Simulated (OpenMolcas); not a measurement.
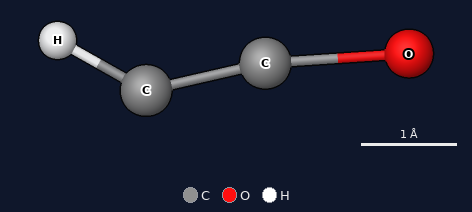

Figure 1. The input geometry (ball-and-stick view, seen on its broad side). Bond lengths as drawn: C–C 1.29 Å, C–H 1.07 Å and C–O 1.52 Å.

# Single-point calculation of C2HO (part 1 of 3)

C2HO, multiplicity 2, SMILES C#C[O], computed with M06-L/cc-pVTZ, UKS (OpenMolcas 26.06).

A bond length was changed on purpose from its optimised value.

**Input**
```
&gateway
  baslib
  $CurrDir
  coord
  mol.xyz
  basis
  cc-pVTZ
  group
  NoSym

&seward
  gridinput
  Grid=UltraFine
  End of Grid

&scf
  uhf
  spin
  2
  ksdft
  M06L
  thresholds
  1e-10 1e-07 1e-07 1e-05
  prorbitals
  1 2
```

**File mol.xyz**
```
4

C     -0.780455     0.430375    -0.590124
C      0.124345    -0.183625     0.090076
O      1.068800    -1.106500     0.836800
H     -1.011055     1.438475    -0.873924
```

Run on 1 thread of Arm Neoverse V2, 24 GiB of memory available, shared host.

Run as:
```bash
export MOLCAS_MEM=1860
pymolcas job.input > job.log
```

**The program's output**
```
--- Start Module: gateway ---

                                              &GATEWAY

                       available to each process: 1.9 GB of memory, 1 thread

 Basis Set     1 Label: C.CC-PVTZ
 Basis set is read from library:.
 basistype.tbl is not found

 Basis Set     2 Label: O.CC-PVTZ
 Basis set is read from library:.
 basistype.tbl is not found

 Basis Set     3 Label: H.CC-PVTZ
 Basis set is read from library:.
 basistype.tbl is not found

++    Symmetry information:
      ---------------------

                    Character Table for C1

                             E
                    a        1  x, y, xy, Rz, z, xz, Ry, yz, Rx, I
--

++    Basis set information:
      ----------------------

      Basis set label: C.CC-PVTZ.........

      Electronic valence basis set:
      ------------------
      Associated Effective Charge   6.000000 au
      Associated Actual Charge      6.000000 au
      Nuclear Model: Point charge

      Shell  nPrim  nBasis  Cartesian Spherical Contaminant
         s      10       4        X
         p       5       3        X
         d       2       2                 X
         f       1       1                 X

      Basis set label: O.CC-PVTZ.........

      Electronic valence basis set:
      ------------------
      Associated Effective Charge   8.000000 au
      Associated Actual Charge      8.000000 au
      Nuclear Model: Point charge

      Shell  nPrim  nBasis  Cartesian Spherical Contaminant
         s      10       4        X
         p       5       3        X
         d       2       2                 X
         f       1       1                 X

      Basis set label: H.CC-PVTZ.........

      Electronic valence basis set:
      ------------------
      Associated Effective Charge   1.000000 au
      Associated Actual Charge      1.000000 au
      Nuclear Model: Point charge

      Shell  nPrim  nBasis  Cartesian Spherical Contaminant
         s       5       3        X
         p       2       2        X
         d       1       1                 X
--

++    Molecular structure info:
      -------------------------

                    ************************************************
                    **** Cartesian Coordinates / bohr, angstrom ****
                    ************************************************

     Center  Label                x              y              z                     x              y              z
        1      C1              -1.474846       0.813291      -1.115173             -0.780455       0.430375      -0.590124
        2      C2               0.234978      -0.347001       0.170219              0.124345      -0.183625       0.090076
        3      O3               2.019739      -2.090982       1.581323              1.068800      -1.106500       0.836800
        4      H4              -1.910617       2.718324      -1.651477             -1.011055       1.438475      -0.873924

                    ***************************************
                    *    InterNuclear Distances / bohr    *
                    ***************************************

               1 C1            2 C2            3 O3            4 H4
    1 C1       0.000000
    2 C2       2.433518        0.000000
    3 O3       5.283750        2.866715        0.000000
    4 H4       2.026492        4.161535        7.002008        0.000000

                    *******************************************
                    *    InterNuclear Distances / angstrom    *
                    *******************************************

               1 C1            2 C2            3 O3            4 H4
    1 C1       0.000000
    2 C2       1.287762        0.000000
    3 O3       2.796040        1.517000        0.000000
    4 H4       1.072373        2.202189        3.705303        0.000000

                    **************************************
                    *    Valence Bond Angles / degree    *
                    **************************************
                          Atom centers                 Phi
                      2 C2       1 C1       4 H4       137.65
                      1 C1       2 C2       3 O3       170.93

           ***************************************************************
           *              Valence Dihedral Angles / degree               *
           ***************************************************************
                    Atom centers                       Phi1     Phi2     Theta
           3 O3       2 C2       1 C1       4 H4        170.93   137.65   179.97
--

            Nuclear Potential Energy             46.16684604 au

--- Stop Module: gateway /rc=_RC_ALL_IS_WELL_ ---

--- Start Module: seward ---

                                              &SEWARD

                       available to each process: 1.9 GB of memory, 1 thread

               SEWARD will generate:
                  Multipole Moment integrals up to order  2
                  Kinetic Energy integrals
                  Nuclear Attraction integrals (point charge)
                  One-Electron Hamiltonian integrals
                  Velocity integrals
                  Orbital angular momentum around (  0.3781  -0.6124   0.2997 )
                  Velocity quadrupole around (  0.3781  -0.6124   0.2997 )
                  Two-Electron Repulsion integrals

                   Integrals are discarded if absolute value <: 1.00E-14
                   Integral cutoff threshold is set to       <: 1.00E-16

            Nuclear Potential Energy             46.16684604 au

      Basis set specifications :
      Symmetry species         a
      Basis functions          104

--- Stop Module: seward /rc=_RC_ALL_IS_WELL_ ---
--- Module seward spent 3 seconds ---

--- Start Module: scf ---

                                                &SCF

                       available to each process: 1.9 GB of memory, 1 thread

++    Input section:
      --------------

      Header of the integral files:

      Cartesian coordinates in angstrom:
      -----------------------------------------------------
      No.  Label        X            Y            Z
      -----------------------------------------------------
       1   C1        -0.78045500   0.43037500  -0.59012400
       2   C2         0.12434500  -0.18362500   0.09007600
       3   O3         1.06880000  -1.10650000   0.83680000
       4   H4        -1.01105500   1.43847500  -0.87392400
      -----------------------------------------------------
      Nuclear repulsion energy =   46.16684604
--

++    Orbital specifications:
      -----------------------

      Symmetry species               1
                                     a
      Frozen orbitals                0
      Occupied orbitals alpha       11
      Occupied orbitals beta        10
      Secondary orbitals alpha      93
      Secondary orbitals beta       94
      Deleted orbitals               0
      Total number of orbitals     104
      Number of basis functions    104
--

      Molecular charge                           0.000

      Numerical integration parameters
      --------------------------------
      Radial quadrature type:                         MHL
      Size of radial grid:                            99
      Lebedev angular grid:                           41
      Angular grid pruned with the crowding factor:  1.00E+10
                                 and fading factor:  1.00E+01
      Screening threshold for integral computation:   1.00E-11
      Radial quadrature accuracy:                     1.00E-25
      Maximum batch size:                             128
      AO values are stored on disk
      The same grid will be used for all iterations.

      DFT functional specifications
      -----------------------------
      Using Libxc version: 6.2.2
      Please cite the following reference:
      S. Lehtola, C. Steigemann, M. J.T. Oliveira, and M. A.L. Marques.,  SoftwareX 7, 1–5 (2018) doi:10.1016/j.softx.2017.11.002

      * Minnesota M06-L exchange functional
      * Minnesota M06-L correlation functional
        - Y. Zhao and D. G. Truhlar.,  Theor. Chem. Acc. 120, 215 (2008) doi:10.1007/s00214-007-0310-x

++    Optimization specifications:
      ----------------------------

      SCF Algorithm: Conventional USCF
      D(i)-D(i-1) density differences are used
      Number of density matrices in core                 5
      Maximum number of NDDO SCF iterations            400
      Maximum number of HF SCF iterations              400
      Threshold for SCF energy change             1.00E-10
      Threshold for density matrix                1.00E-07
      Threshold for Fock matrix                   1.00E-07
      Threshold for linear dependence             1.00E-09
      Threshold at which DIIS is turned on        1.50E-01
      Maximum depth in the DIIS procedure                5
      Maximum depth in the BFGS Hessian update          30
      Threshold at which QNR/C2DIIS is turned on  7.50E-02
      Threshold for Norm(delta) (QNR/C2DIIS)      1.00E-05
      All orbitals punched on: UHFORB
--

      Input vectors read from INPORB
      Orbital file label: *Guess orbitals

++ Convergence information
                               UHF M06L       iterations: Energy and convergence statistics

Iter     Tot. M06L       One-elec.       Two-elec.     Energy      Max Dij or  Max Fij      DNorm      TNorm      AccCon     Time
         Energy          Energy          Energy        Change      Delta Norm                                                in Sec.
   1  -151.470252677  -315.270205781   117.633107061   0.00E+00    8.73E-01*   2.33E-01*    6.55E+00   1.12E+02   None         4.
   2  -146.064698510  -313.471368868   121.239824316   5.41E+00*   7.30E-01*   8.69E-02*    7.97E+00   1.15E+02   EDIIS        3.
   3  -151.353216648  -316.102374328   118.582311638  -5.29E+00*   3.41E-01*   7.40E-02*    3.73E+00   1.14E+02   EDIIS        3.
   4  -151.798653235  -317.834476127   119.868976849  -4.45E-01*   5.52E-01*   4.73E-02*    1.68E+00   1.13E+02   EDIIS        3.
   5  -151.768049076  -314.910599254   116.975704135   3.06E-02*   1.18E-01*   2.61E-02*    1.18E+00   1.13E+02   EDIIS        3.
   6  -151.855938268  -316.681656252   118.658871941  -8.79E-02*   3.46E-01*   4.22E-02*    5.46E-01   1.13E+02   c2DIIS       3.
   7  -151.725447149  -315.733430309   117.841137117   1.30E-01*   2.04E-02*   3.61E-02*    1.45E+00   1.13E+02   c2DIIS       3.
   8  -151.869685525  -316.466067505   118.429535937  -1.44E-01*   3.32E-02*   1.88E-03*    1.07E-01   1.13E+02   QNRc2DIIS    3.
   9  -151.869723317  -316.620323274   118.583753914  -3.78E-05*   2.43E-02*   2.24E-03*    8.42E-02   1.13E+02   QNRc2DIIS    3.
  10  -151.869753419  -316.558821090   118.522221628  -3.01E-05*   1.60E-02*   2.45E-03*    3.88E-02   1.13E+02   QNRc2DIIS    3.
  11  -151.869788059  -316.532483147   118.495849045  -3.46E-05*   2.23E-02*   1.47E-03*    3.28E-02   1.13E+02   QNRc2DIIS    3.
  12  -151.869734535  -316.502531416   118.465950838   5.35E-05*   1.38E-02*   2.83E-03*    3.18E-02   1.13E+02   QNRc2DIIS    3.
  13  -151.869802113  -316.544550917   118.507902762  -6.76E-05*   1.09E-03*   5.53E-05*    2.52E-02   1.13E+02   QNRc2DIIS    3.
  14  -151.869802254  -316.544712314   118.508064018  -1.41E-07*   5.59E-04*   2.78E-05*    2.43E-03   1.13E+02   QNRc2DIIS    3.
  15  -151.869802293  -316.544364972   118.507716637  -3.86E-08*   5.69E-04*   1.23E-05*    9.66E-04   1.13E+02   QNRc2DIIS    3.
  16  -151.869802303  -316.544455428   118.507807083  -1.02E-08*   6.88E-05*   5.42E-06*    9.58E-04   1.13E+02   QNRc2DIIS    3.
  17  -151.869802304  -316.544451029   118.507802683  -6.74E-10*   8.04E-05*   1.37E-06*    1.35E-04   1.13E+02   QNRc2DIIS    3.
  18  -151.869802304  -316.544427656   118.507779310  -1.17E-10*   2.44E-05*   1.06E-06*    1.27E-04   1.13E+02   QNRc2DIIS    3.
  19  -151.869802304  -316.544449682   118.507801336  -3.41E-11    1.17E-05*   6.49E-07*    3.77E-05   1.13E+02   QNRc2DIIS    3.
  20  -151.869802304  -316.544449319   118.507800973  -8.47E-12    1.25E-05*   6.11E-07*    1.65E-05   1.13E+02   QNRc2DIIS    3.
  21  -151.869802304  -316.544448425   118.507800079  -9.89E-12    1.74E-04*   5.70E-07*    1.71E-05   1.13E+02   QNRc2DIIS    3.
  22  -151.869802304  -316.544445828   118.507797481  -5.84E-11    1.30E-06    5.86E-08     2.38E-04   1.13E+02   QNRc2DIIS    3.

       Convergence after  22 Iterations
--

 *****************************************************************************************************************************
 *                                             SCF/KS-DFT Program, Final results                                             *
 *                                                       Final Results                                                       *
 *****************************************************************************************************************************

::    Total KS-DFT energy                            -151.8698023037
      One-electron energy                            -316.5444458277
      Two-electron energy                             118.5077974815
      Nuclear repulsion energy                         46.1668460425
      Kinetic energy (interpolated)                   150.4673015751
      Virial theorem                                    1.0093209668
      Total spin, S(S+1)                                0.7710406008
      Total spin, S                                     0.5104655367
      Max non-diagonal density matrix element           0.0000010890
      Max non-diagonal Fock matrix element              0.0000000293

      All orbitals with orbital energies smaller than  E(LUMO)+0.5 are printed

++    Molecular orbitals:
      -------------------

      Title: UKS-DFT orbitals (alpha)

      Molecular orbitals for symmetry species 1: a

      Basis set list:
        1 C1     1s                 22 C1     3d2+               43 C2     2pz                64 O3     1s                 85 O3     4f2-
        2 C1     1s                 23 C1     3d2+               44 C2     3d2-               65 O3     2px                86 O3     4f1-
        3 C1     1s                 24 C1     4f3-               45 C2     3d2-               66 O3     2px                87 O3     4f0
        4 C1     1s                 25 C1     4f2-               46 C2     3d1-               67 O3     2px                88 O3     4f1+
        5 C1     2px                26 C1     4f1-               47 C2     3d1-               68 O3     2py                89 O3     4f2+
        6 C1     2px                27 C1     4f0                48 C2     3d0                69 O3     2py                90 O3     4f3+
        7 C1     2px                28 C1     4f1+               49 C2     3d0                70 O3     2py                91 H4     1s
        8 C1     2py                29 C1     4f2+               50 C2     3d1+               71 O3     2pz                92 H4     1s
        9 C1     2py                30 C1     4f3+               51 C2     3d1+               72 O3     2pz                93 H4     1s
       10 C1     2py                31 C2     1s                 52 C2     3d2+               73 O3     2pz                94 H4     2px
       11 C1     2pz                32 C2     1s                 53 C2     3d2+               74 O3     3d2-               95 H4     2px
       12 C1     2pz                33 C2     1s                 54 C2     4f3-               75 O3     3d2-               96 H4     2py
       13 C1     2pz                34 C2     1s                 55 C2     4f2-               76 O3     3d1-               97 H4     2py
       14 C1     3d2-               35 C2     2px                56 C2     4f1-               77 O3     3d1-               98 H4     2pz
       15 C1     3d2-               36 C2     2px                57 C2     4f0                78 O3     3d0                99 H4     2pz
       16 C1     3d1-               37 C2     2px                58 C2     4f1+               79 O3     3d0               100 H4     3d2-
       17 C1     3d1-               38 C2     2py                59 C2     4f2+               80 O3     3d1+              101 H4     3d1-
       18 C1     3d0                39 C2     2py                60 C2     4f3+               81 O3     3d1+              102 H4     3d0
       19 C1     3d0                40 C2     2py                61 O3     1s                 82 O3     3d2+              103 H4     3d1+
       20 C1     3d1+               41 C2     2pz                62 O3     1s                 83 O3     3d2+              104 H4     3d2+
       21 C1     3d1+               42 C2     2pz                63 O3     1s                 84 O3     4f3-

  Index Energy  Occupation Coefficients ...

    1  -19.0756    1.0000         61 O3     1s     ( 0.998),

    2  -10.1805    1.0000         31 C2     1s     ( 1.001),

    3  -10.1206    1.0000          1 C1     1s     (-1.003),

    4   -0.9820    1.0000         63 O3     1s     ( 0.927),

    5   -0.7574    1.0000          3 C1     1s     ( 0.697),    33 C2     1s     ( 0.533),

    6   -0.5338    1.0000          3 C1     1s     ( 0.365),     9 C1     2py    ( 0.434),    33 C2     1s     (-0.500),    92 H4     1s     ( 0.672),
```
